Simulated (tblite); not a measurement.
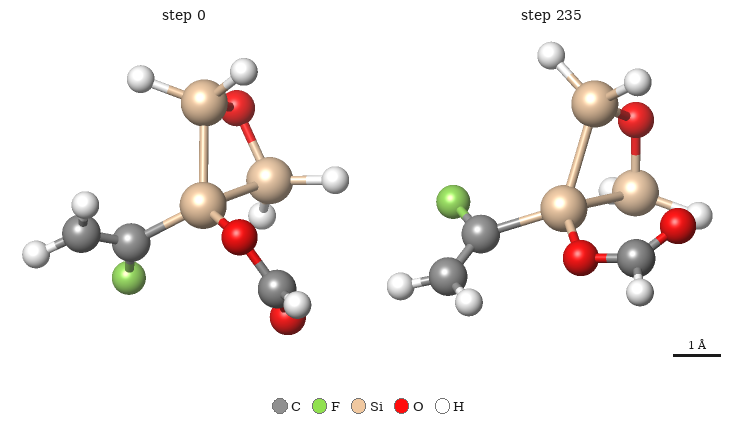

The structure of C₃H₇FO₃Si₃ before (left) and after (right) a relaxation, at one scale.

Style: ball-and-stick. Shown at a tilt.

Method: GFN2-xTB geometry optimisation, gas phase in tblite. 

What changed between the two?

The atom that moves furthest after the best rigid fit is an O atom (2.29 Å). By element the largest moves are O 2.29 Å, H 2.13 Å, F 1.91 Å, C 0.93 Å, Si 0.49 Å. Near-neighbour distances that change, for instance: Si–Si 2.218 → 2.362 Å, C–O 1.385 → 1.302 Å, O–Si 1.726 → 1.660 Å, C–O 1.258 → 1.198 Å. Among the angles between lasting bonds that change: C–Si–O 116.8° → 97.2°, Si–O–Si 100.3° → 117.1°, C–C–Si 116.8° → 130.0°. Groups turn about O–Si by about 95°, C–Si by about 70°, O–Si by about 20°. After 235 geometry steps the energy has fallen by 1.603 eV.
